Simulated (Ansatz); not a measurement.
CsCl-type NiTi (cubic form, which distorts at low temperature), treated with r²SCAN-D4 in Ansatz (plane waves, PAW).

Numerical settings: plane-wave cutoff 560 eV, 18×18×18 k mesh, Fermi–Dirac smearing 0.05 eV, spin-polarised start, scalar-relativistic PAW data made under PBE.

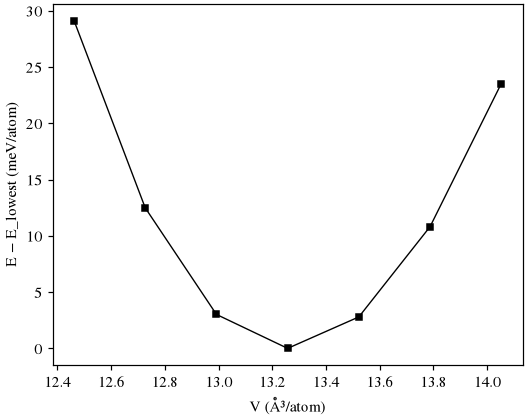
Figure. Total energy against volume

### Question
From the curve, estimate the equilibrium volume and the bulk modulus.

### Answer
V0 ≈ 13.3 Å³/atom and B0 ≈ 180 GPa; the fit gives V0 = 13.257 Å³/atom, B0 = 175 GPa, B′ = 4.3.

Note: the starting moments vanished in the run, and other orders were not tried; symmetry holds this phase in the static calculation, where it need not be a minimum; the relaxation could not lower the start's symmetry, so the cell can be a saddle point above a distorted one.

Static lattice: no zero-point or thermal effects.

Computing time: about 60 core-minutes (a rough figure).

Ansatz is an electronic-structure program.
